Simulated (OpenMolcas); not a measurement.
## Run report: CH5OSi (charge −1), energy and gradient calculation (part 2 of 3)

The same run, continued: CH5OSi, charge −1, SMILES CO[SiH2-]; HF/def2-SVP, RHF (OpenMolcas 26.06). The geometry comes from this level: GFN2-xTB.

Geometry of the input (Å):
```
C  -0.4971  0.9567  -0.2170
O  -0.5995  -0.2119  0.4346
Si 0.4718  -1.4562  -0.1791
H  -0.7574  0.8670  -1.2920
H  0.5289  1.3760  -0.1873
H  -1.1721  1.7090  0.2295
H  1.8075  -0.8536  0.2454
H  0.2180  -2.3871  0.9659
```

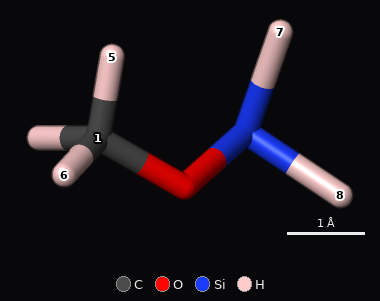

*The input geometry (stick view, seen at a tilt; atoms are numbered from 1 in the order of the input).*

## What the program printed, continued
```
        1 C1     1s         0.0000   -0.0001    0.9907    0.0000   -0.0001   -0.0001    0.0000   -0.1150   -0.2145   -0.0099
        2 C1     1s        -0.0003   -0.0004    0.0374   -0.0006    0.0013    0.0008   -0.0003    0.2182    0.4295    0.0127
        3 C1     1s         0.0005   -0.0098   -0.0226    0.0015   -0.0017   -0.0002    0.0018   -0.0228    0.1117    0.0248
        4 C1     2px       -0.0001   -0.0001    0.0001   -0.0001    0.0002   -0.0000    0.0000   -0.0059    0.0002    0.1649
        5 C1     2px       -0.0001    0.0001   -0.0010    0.0007   -0.0003   -0.0002    0.0008   -0.0050    0.0078    0.0560
        6 C1     2py        0.0001    0.0002   -0.0004    0.0002   -0.0006   -0.0003   -0.0000   -0.1154    0.0880    0.1017
        7 C1     2py        0.0002    0.0027   -0.0017   -0.0003   -0.0001   -0.0004   -0.0006    0.0015    0.0349    0.0342
        8 C1     2pz        0.0000    0.0000    0.0002    0.0001    0.0001    0.0002   -0.0000    0.0598   -0.0394   -0.2001
        9 C1     2pz       -0.0001   -0.0013    0.0018   -0.0009    0.0004    0.0008    0.0000    0.0053   -0.0258   -0.0657
       10 C1     3d2-       0.0001    0.0003   -0.0001    0.0001   -0.0002   -0.0000   -0.0001    0.0015   -0.0004   -0.0036
       11 C1     3d1-      -0.0000   -0.0009   -0.0001   -0.0000    0.0000   -0.0001   -0.0000   -0.0179    0.0029    0.0171
       12 C1     3d0        0.0001   -0.0001   -0.0001    0.0001   -0.0002    0.0000   -0.0001   -0.0046    0.0010   -0.0006
       13 C1     3d1+      -0.0001   -0.0002   -0.0001   -0.0000    0.0001   -0.0001    0.0001   -0.0015   -0.0008    0.0094
       14 C1     3d2+       0.0001   -0.0006   -0.0002    0.0001   -0.0003   -0.0000   -0.0001   -0.0171    0.0031    0.0130
       15 O2     1s        -0.0000    0.9902    0.0001   -0.0002    0.0008   -0.0002    0.0004    0.2628   -0.1037   -0.0281
       16 O2     1s        -0.0008   -0.0355    0.0006   -0.0004    0.0024   -0.0004    0.0007    0.5109   -0.2127   -0.0662
       17 O2     1s         0.0020    0.0224   -0.0026    0.0009   -0.0048    0.0007   -0.0009    0.3737   -0.1859   -0.0263
       18 O2     2px       -0.0002   -0.0009    0.0001   -0.0003    0.0009   -0.0000    0.0006    0.0316   -0.0244    0.2006
       19 O2     2px        0.0013    0.0022   -0.0009    0.0009   -0.0030    0.0006   -0.0013    0.0196   -0.0139    0.1381
       20 O2     2py        0.0001   -0.0010   -0.0002    0.0002   -0.0007    0.0005   -0.0004    0.0587    0.1539   -0.2771
       21 O2     2py       -0.0012    0.0013   -0.0022   -0.0008    0.0024   -0.0021    0.0009    0.0271    0.0915   -0.1653
       22 O2     2pz        0.0001    0.0014   -0.0000    0.0002   -0.0006   -0.0000   -0.0001   -0.0624   -0.0444   -0.0581
       23 O2     2pz       -0.0009   -0.0028    0.0018   -0.0008    0.0020    0.0001    0.0007   -0.0339   -0.0278   -0.0495
       24 O2     3d2-      -0.0003   -0.0002    0.0000    0.0000    0.0002   -0.0001    0.0001   -0.0021    0.0054   -0.0033
       25 O2     3d1-       0.0001    0.0001    0.0005   -0.0001   -0.0000    0.0001    0.0002   -0.0063   -0.0095    0.0082
       26 O2     3d0       -0.0002   -0.0001    0.0001   -0.0000    0.0001   -0.0000    0.0001   -0.0025    0.0009    0.0020
       27 O2     3d1+      -0.0002   -0.0002    0.0002    0.0000    0.0002    0.0001   -0.0001   -0.0044    0.0008   -0.0086
       28 O2     3d2+      -0.0001   -0.0000    0.0005   -0.0001    0.0001   -0.0002   -0.0000   -0.0069   -0.0052    0.0094
       29 SI3    1s         0.9949   -0.0000    0.0000    0.2947    0.0008   -0.0001    0.0023    0.0092   -0.0106    0.0369
       30 SI3    1s        -0.0198   -0.0002    0.0001    1.0278    0.0033   -0.0003    0.0089    0.0536   -0.0644    0.2292
       31 SI3    1s        -0.0089   -0.0008    0.0002   -0.0277    0.0028    0.0003    0.0048    0.0648   -0.0914    0.3353
       32 SI3    1s         0.0043   -0.0050    0.0021    0.0115    0.0024   -0.0028   -0.0061   -0.0017    0.0006    0.0512
       33 SI3    2px       -0.0000   -0.0000    0.0000    0.0004   -0.5654    0.7950    0.1514    0.0217   -0.0212    0.0134
       34 SI3    2px        0.0003    0.0009   -0.0002    0.0005   -0.0242    0.0322    0.0053   -0.0256    0.0294   -0.0171
       35 SI3    2px        0.0005    0.0008    0.0001    0.0009    0.0029   -0.0053   -0.0022   -0.0065    0.0112   -0.0010
       36 SI3    2py        0.0002    0.0001   -0.0001   -0.0034    0.7987    0.5195    0.2583   -0.0283    0.0180   -0.0300
       37 SI3    2py       -0.0008   -0.0013    0.0007   -0.0014    0.0340    0.0207    0.0105    0.0332   -0.0262    0.0418
       38 SI3    2py       -0.0000   -0.0011    0.0012   -0.0001   -0.0048   -0.0050   -0.0016    0.0099   -0.0031    0.0111
       39 SI3    2pz        0.0002   -0.0000    0.0000   -0.0062   -0.1285   -0.2703    0.9415   -0.0116    0.0176   -0.0315
       40 SI3    2pz       -0.0009   -0.0002   -0.0002   -0.0014   -0.0048   -0.0109    0.0359    0.0128   -0.0236    0.0451
       41 SI3    2pz       -0.0001   -0.0027    0.0004    0.0013    0.0027    0.0010   -0.0073   -0.0023   -0.0020   -0.0161
       42 SI3    3d2-       0.0003    0.0007   -0.0004    0.0007   -0.0025    0.0012   -0.0005   -0.0197    0.0177   -0.0151
       43 SI3    3d1-      -0.0001   -0.0005    0.0001   -0.0003    0.0019    0.0006    0.0008    0.0100   -0.0126    0.0072
       44 SI3    3d0        0.0002    0.0004   -0.0006    0.0005   -0.0012   -0.0007    0.0004   -0.0092    0.0046   -0.0097
       45 SI3    3d1+       0.0003    0.0002    0.0003    0.0003   -0.0013    0.0015   -0.0002   -0.0082    0.0107   -0.0071
       46 SI3    3d2+       0.0000    0.0001   -0.0005    0.0002   -0.0007    0.0005   -0.0001   -0.0064   -0.0006   -0.0072
       47 H4     1s        -0.0000    0.0009   -0.0014   -0.0003    0.0002    0.0000   -0.0000    0.0407    0.1832    0.1220
       48 H4     1s        -0.0006    0.0015    0.0050   -0.0014    0.0015    0.0010   -0.0007    0.0122    0.0362    0.0378
       49 H4     2px       -0.0000    0.0000   -0.0002   -0.0002    0.0002    0.0001   -0.0001    0.0022    0.0044    0.0066
       50 H4     2py        0.0001   -0.0002   -0.0001    0.0001   -0.0003   -0.0001    0.0001    0.0003    0.0046    0.0018
       51 H4     2pz       -0.0001    0.0003   -0.0011   -0.0001    0.0002    0.0000   -0.0000    0.0076    0.0200    0.0066
       52 H5     1s        -0.0000    0.0009   -0.0014   -0.0003    0.0003    0.0000   -0.0002    0.0409    0.1852    0.1530
       53 H5     1s        -0.0004    0.0015    0.0051   -0.0011    0.0011    0.0011   -0.0002    0.0126    0.0379    0.0491
       54 H5     2px        0.0000   -0.0001    0.0011    0.0000   -0.0001    0.0000    0.0000   -0.0071   -0.0204   -0.0086
       55 H5     2py        0.0001   -0.0003    0.0004    0.0002   -0.0003   -0.0002   -0.0000   -0.0036   -0.0054   -0.0045
       56 H5     2pz       -0.0000    0.0001   -0.0001    0.0001   -0.0000   -0.0001    0.0000   -0.0004   -0.0012   -0.0047
       57 H6     1s        -0.0000    0.0009   -0.0020    0.0001   -0.0000   -0.0001    0.0000    0.0377    0.1972   -0.0695
       58 H6     1s         0.0001    0.0012    0.0045    0.0005   -0.0004   -0.0003    0.0001    0.0105    0.0508   -0.0304
       59 H6     2px        0.0001    0.0001   -0.0008    0.0001   -0.0001   -0.0001   -0.0000    0.0044    0.0139   -0.0006
       60 H6     2py       -0.0001   -0.0004    0.0009   -0.0001    0.0002    0.0000    0.0000   -0.0055   -0.0126    0.0045
       61 H6     2pz       -0.0000   -0.0000    0.0005   -0.0000    0.0001    0.0000   -0.0001   -0.0027   -0.0104   -0.0004
       62 H7     1s         0.0007    0.0001   -0.0001    0.0005    0.0005   -0.0015   -0.0005    0.0078   -0.0117    0.1101
       63 H7     1s        -0.0007    0.0017   -0.0009   -0.0022   -0.0010    0.0029    0.0032    0.0030   -0.0098    0.0619
       64 H7     2px       -0.0007   -0.0002    0.0001    0.0002   -0.0001    0.0007    0.0002   -0.0022    0.0028   -0.0106
       65 H7     2py       -0.0003    0.0001   -0.0001    0.0001   -0.0005    0.0003   -0.0000   -0.0013    0.0010   -0.0041
       66 H7     2pz       -0.0002    0.0001    0.0000    0.0000   -0.0001    0.0003   -0.0003   -0.0006    0.0005   -0.0024
       67 H8     1s         0.0009   -0.0000    0.0003    0.0005    0.0009    0.0011   -0.0005    0.0072   -0.0229    0.1094
       68 H8     1s        -0.0004    0.0023   -0.0006   -0.0022   -0.0024   -0.0011    0.0032    0.0061   -0.0100    0.0658
       69 H8     2px        0.0001   -0.0000   -0.0000   -0.0001    0.0004   -0.0002   -0.0000    0.0005   -0.0007    0.0020
       70 H8     2py        0.0005    0.0001    0.0000   -0.0002    0.0001    0.0004   -0.0002    0.0016   -0.0021    0.0076
       71 H8     2pz       -0.0006    0.0001   -0.0001    0.0002   -0.0005   -0.0003   -0.0002   -0.0017    0.0026   -0.0082

          Orbital           11        12        13        14        15        16        17        18        19        20
          Energy           -0.4430   -0.4307   -0.3583   -0.2627   -0.2456   -0.2169   -0.0479    0.3381    0.3799    0.4030
          Occ. No.          2.0000    2.0000    2.0000    2.0000    2.0000    2.0000    2.0000    0.0000    0.0000    0.0000

        1 C1     1s         0.0017    0.0093   -0.0144    0.0008    0.0082    0.0178   -0.0108    0.0960    0.0542   -0.0182
        2 C1     1s        -0.0035   -0.0258    0.0410   -0.0021   -0.0198   -0.0412    0.0187   -0.0473   -0.0578    0.0081
        3 C1     1s        -0.0044    0.0052   -0.0290    0.0338   -0.0196   -0.0286    0.0810   -2.6680   -1.3138    0.7513
        4 C1     2px        0.2122   -0.2148   -0.1548    0.1120   -0.1627    0.0530   -0.0075    0.0034    0.0752    0.0701
        5 C1     2px        0.0885   -0.0998   -0.0574    0.0326   -0.0592   -0.0064   -0.0276   -0.0162    0.3256    0.3352
        6 C1     2py        0.1335    0.2976   -0.1403   -0.0881   -0.0170    0.0582   -0.0128   -0.1214   -0.0623    0.0045
        7 C1     2py        0.0522    0.1085   -0.0541   -0.0522    0.0045    0.0112   -0.0265   -0.3943   -0.3173   -0.0479
        8 C1     2pz        0.2670    0.0164    0.1407   -0.1664   -0.1297    0.0108   -0.0171    0.0613   -0.0957   -0.0407
        9 C1     2pz        0.1111    0.0252    0.0454   -0.0446   -0.0441    0.0044   -0.0577    0.2353   -0.3960   -0.2255
       10 C1     3d2-      -0.0045   -0.0079   -0.0059    0.0219   -0.0232    0.0142    0.0033   -0.0016    0.0053   -0.0025
       11 C1     3d1-      -0.0074    0.0202   -0.0106   -0.0146   -0.0041    0.0056    0.0015    0.0022   -0.0060    0.0069
       12 C1     3d0       -0.0083    0.0052   -0.0029    0.0219    0.0239   -0.0084   -0.0077    0.0004   -0.0022   -0.0030
       13 C1     3d1+      -0.0020   -0.0081   -0.0043    0.0026    0.0100   -0.0066    0.0008   -0.0006    0.0030   -0.0089
       14 C1     3d2+       0.0102    0.0135   -0.0160    0.0130   -0.0001    0.0057   -0.0030    0.0009   -0.0032    0.0042
       15 O2     1s         0.0032    0.0360   -0.0577    0.0272    0.0088    0.0176    0.0060   -0.0206    0.0542   -0.0137
       16 O2     1s         0.0079    0.0760   -0.1168    0.0644    0.0173    0.0376    0.0113   -0.0467    0.0599   -0.0122
       17 O2     1s         0.0026    0.0944   -0.1667    0.0377    0.0312    0.0431    0.0334   -0.0570    0.6646   -0.2052
       18 O2     2px        0.1897   -0.1630    0.0161   -0.2460    0.3325   -0.2824   -0.0226   -0.0139    0.0231   -0.1017
       19 O2     2px        0.1304   -0.1177    0.0221   -0.2087    0.2815   -0.2482   -0.0227   -0.0348    0.0278   -0.2169
       20 O2     2py        0.1062   -0.2260    0.2399    0.1594    0.0682   -0.0894   -0.0716    0.0518   -0.0353   -0.0148
       21 O2     2py        0.0734   -0.1391    0.1572    0.1217    0.0690   -0.0749   -0.0769    0.1453   -0.0412   -0.0525
       22 O2     2pz        0.2395    0.2184   -0.1374    0.3398    0.2706   -0.0474   -0.1526    0.0074   -0.0638    0.0487
       23 O2     2pz        0.1654    0.1463   -0.0985    0.2890    0.2262   -0.0405   -0.1553    0.0047   -0.1080    0.1217
       24 O2     3d2-       0.0074   -0.0113    0.0005    0.0038    0.0008   -0.0031   -0.0028    0.0017   -0.0011   -0.0025
       25 O2     3d1-       0.0034    0.0124   -0.0090   -0.0036    0.0005    0.0037   -0.0050    0.0015   -0.0029    0.0001
       26 O2     3d0       -0.0137   -0.0054   -0.0000   -0.0042   -0.0078    0.0041    0.0020    0.0012    0.0032    0.0031
       27 O2     3d1+      -0.0022    0.0095   -0.0016    0.0119   -0.0022    0.0044    0.0005    0.0001   -0.0035   -0.0029
       28 O2     3d2+       0.0005   -0.0005   -0.0050   -0.0035    0.0074    0.0006    0.0015    0.0014    0.0043    0.0038
       29 SI3    1s         0.0013    0.0122    0.0338   -0.0028   -0.0062    0.0019   -0.0291   -0.0058   -0.0049    0.0070
       30 SI3    1s         0.0083    0.0760    0.2136   -0.0178   -0.0401    0.0120   -0.1908   -0.0395   -0.0337    0.0487
       31 SI3    1s         0.0122    0.1101    0.3253   -0.0504   -0.0658    0.0064   -0.2448   -0.1111   -0.0374    0.1290
       32 SI3    1s         0.0059    0.0687    0.0912    0.0726   -0.0084    0.0652   -0.6584   -0.1658    0.2370   -0.0853
       33 SI3    2px       -0.0240    0.0114   -0.0659   -0.0494   -0.0490   -0.0840   -0.0284    0.0359   -0.0816   -0.0520
       34 SI3    2px        0.0362   -0.0199    0.1056    0.0775    0.0798    0.1446    0.0528   -0.0442    0.0852    0.0701
       35 SI3    2px        0.0227   -0.0185    0.0662    0.0408    0.0847    0.0636    0.0369   -0.3563    0.9812    0.7065
       36 SI3    2py       -0.0010    0.0229    0.0335    0.0747   -0.0669   -0.0660   -0.0393   -0.0403    0.0498   -0.0909
       37 SI3    2py        0.0027   -0.0324   -0.0532   -0.1207    0.1104    0.1143    0.0677    0.0475   -0.0458    0.1054
       38 SI3    2py        0.0065   -0.0130   -0.0405   -0.0646    0.0992    0.0798    0.0975    0.4313   -0.5437    1.2340
       39 SI3    2pz       -0.0172   -0.0293   -0.0148   -0.0226   -0.0043    0.0536   -0.1560    0.0041   -0.0039    0.0334
       40 SI3    2pz        0.0268    0.0457    0.0253    0.0382    0.0039   -0.0901    0.2692   -0.0025    0.0009   -0.0428
       41 SI3    2pz        0.0235    0.0337   -0.0273    0.0727    0.0489   -0.0638    0.4135   -0.1348    0.1478   -0.4547
       42 SI3    3d2-       0.0152   -0.0012    0.0405    0.0446    0.0094    0.0200    0.0025    0.0169   -0.0440    0.0050
       43 SI3    3d1-       0.0101   -0.0005   -0.0292   -0.0277    0.0480    0.0327   -0.0165   -0.0214   -0.0073   -0.0344
       44 SI3    3d0        0.0058    0.0103    0.0036    0.0288   -0.0066   -0.0363   -0.0115    0.0132   -0.0135    0.0241
       45 SI3    3d1+      -0.0004   -0.0143    0.0265    0.0045    0.0064    0.0272    0.0094    0.0015   -0.0071   -0.0212
       46 SI3    3d2+      -0.0074    0.0139    0.0018    0.0111   -0.0034    0.0568    0.0129   -0.0171   -0.0128    0.0009
       47 H4     1s        -0.2595    0.0023   -0.0635    0.1752    0.2064   -0.0712   -0.0210    0.0072   -0.0176   -0.0380
       48 H4     1s        -0.0997    0.0054   -0.0223    0.1251    0.1456   -0.0594   -0.0916    1.1347    0.1200   -0.5924
       49 H4     2px       -0.0002   -0.0048   -0.0052    0.0078   -0.0025    0.0016   -0.0017    0.0034   -0.0018    0.0054
       50 H4     2py       -0.0010    0.0045   -0.0033    0.0018    0.0038    0.0001    0.0014   -0.0017    0.0076   -0.0060
       51 H4     2pz       -0.0150    0.0012   -0.0016    0.0060    0.0093   -0.0044    0.0005    0.0065    0.0015   -0.0072
       52 H5     1s         0.2061   -0.0786   -0.1579    0.0835   -0.2225    0.1059    0.0205    0.0012    0.0070   -0.0010
       53 H5     1s         0.0826   -0.0285   -0.0678    0.0652   -0.1597    0.1063    0.0482    1.0923    0.3295   -0.8692
       54 H5     2px       -0.0117    0.0016    0.0083   -0.0022    0.0104   -0.0036   -0.0011   -0.0053   -0.0052    0.0095
       55 H5     2py       -0.0021    0.0067    0.0008   -0.0038    0.0012    0.0001    0.0001   -0.0049    0.0069    0.0010
       56 H5     2pz        0.0051    0.0017    0.0042   -0.0077   -0.0023   -0.0005    0.0014   -0.0011   -0.0007   -0.0052
       57 H6     1s         0.0558    0.2825    0.0775   -0.2594    0.0329   -0.0217    0.0067   -0.0078   -0.0254    0.0537
       58 H6     1s         0.0242    0.1163    0.0480   -0.1826    0.0245   -0.0148    0.0000    1.2599    1.4188    0.2736
       59 H6     2px        0.0084    0.0090   -0.0002   -0.0077   -0.0051    0.0018    0.0014    0.0040    0.0088   -0.0015
       60 H6     2py        0.0005   -0.0086   -0.0054    0.0067   -0.0027    0.0023    0.0003   -0.0060   -0.0067   -0.0039
       61 H6     2pz        0.0045   -0.0091   -0.0002    0.0033   -0.0058    0.0021   -0.0009   -0.0017   -0.0075    0.0042
       62 H7     1s         0.0416    0.0223    0.2137    0.0538    0.1205    0.2906    0.1437   -0.0086   -0.0650   -0.0425
       63 H7     1s         0.0201    0.0039    0.1436    0.0186    0.0772    0.2656    0.2865    0.1756   -0.6366   -0.9282
       64 H7     2px       -0.0014   -0.0025   -0.0114    0.0011   -0.0048   -0.0092   -0.0061   -0.0025    0.0082    0.0048
       65 H7     2py       -0.0005   -0.0016   -0.0063   -0.0021   -0.0008   -0.0047   -0.0021    0.0063   -0.0025    0.0019
       66 H7     2pz       -0.0002   -0.0005   -0.0036   -0.0005   -0.0016   -0.0067    0.0044    0.0003   -0.0018   -0.0051
       67 H8     1s         0.0158    0.0930    0.1779    0.1374   -0.1631   -0.2646    0.1298    0.0517   -0.0121    0.0871
       68 H8     1s         0.0058    0.0387    0.1221    0.0813   -0.1437   -0.2454    0.2239    0.3747   -0.2418    1.1172
       69 H8     2px        0.0008    0.0011    0.0040    0.0019   -0.0009   -0.0005    0.0038   -0.0009    0.0063    0.0027
       70 H8     2py        0.0008    0.0029    0.0069    0.0011   -0.0030   -0.0059    0.0065    0.0013   -0.0059    0.0117
       71 H8     2pz       -0.0005   -0.0048   -0.0099   -0.0038    0.0072    0.0097    0.0005    0.0004    0.0010   -0.0020
```
